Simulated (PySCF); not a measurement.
Single-point calculation of CHAlClNO

The run: single-point calculation of CHAlClNO. Method and program: MP2/aug-pc-1, RHF (PySCF 2.14.0).

The geometry comes from this level: PBE0-D4/def2-TZVP.

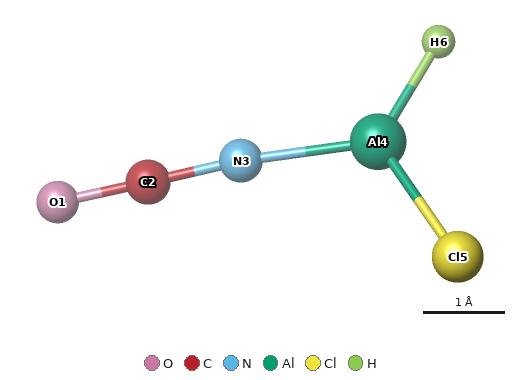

**Figure 1.** The structure (ball-and-stick view, seen at a tilt; atoms are numbered from 1 in the order of the input). Sticks mark near contacts. Bond lengths as drawn: Al–Cl 2.08 Å, Al–H 1.56 Å, Al–N 1.76 Å, C–N 1.20 Å and C–O 1.16 Å.

Summary

```tsv
quantity	value
outcome	converged
total energy	−869.945308 hartree
SCF energy	−869.274464 hartree
correlation energy	−0.670845 hartree
basis functions	132
HOMO of the SCF reference	−12.30 eV
LUMO of the SCF reference	0.55 eV
hardware	1 thread of Intel Xeon @ 2.50GHz (Skylake/Cascade Lake), 16 GiB of memory available, shared host
wall time	7.5 s
peak memory	0.51 GiB
```

Input (input.py)
```python
from pyscf import gto, mp

mol = gto.M(
    atom='''
O       -0.593600      -1.778800      -2.271400
C       -0.424200      -1.086600      -1.351600
N       -0.264000      -0.376900      -0.401600
Al       0.146900       0.686500       0.934400
Cl       2.090200       1.431800       1.025300
H       -0.913300       1.060100       2.018700
''',
    max_memory=1860,
    verbose=3,
    charge=0,
    basis='aug-pc-1',
)

calc0 = mol.RHF()
calc0.conv_tol = 1e-10
calc0.kernel()
if not calc0.converged:
    calc0 = calc0.newton().run(calc0.mo_coeff, calc0.mo_occ)

pt = mp.MP2(calc0, frozen=13).run()
energy = pt.e_tot
print('E = %.10f Eh' % energy)
```

Run as:
```bash
OMP_NUM_THREADS=1 python input.py
```

Output
```
converged SCF energy = -869.274463623881
E(RMP2) = -869.945308127658  E_corr = -0.670844503777124
E(SCS-RMP2) = -869.921466888563  E_corr = -0.647003264681679
E = -869.9453081277 Eh
```

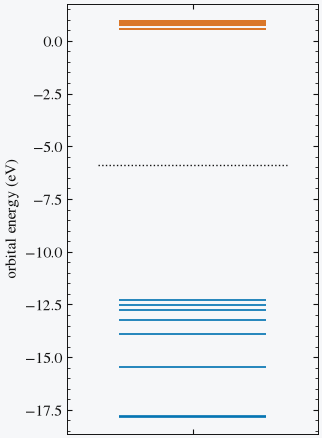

**Figure 2.** Orbital energies near the frontier (SCF reference); the dotted line parts filled from empty levels, and levels within 0.02 eV of each other stand side by side. Highest filled −12.30 eV, lowest empty 0.55 eV, 12.85 eV apart.
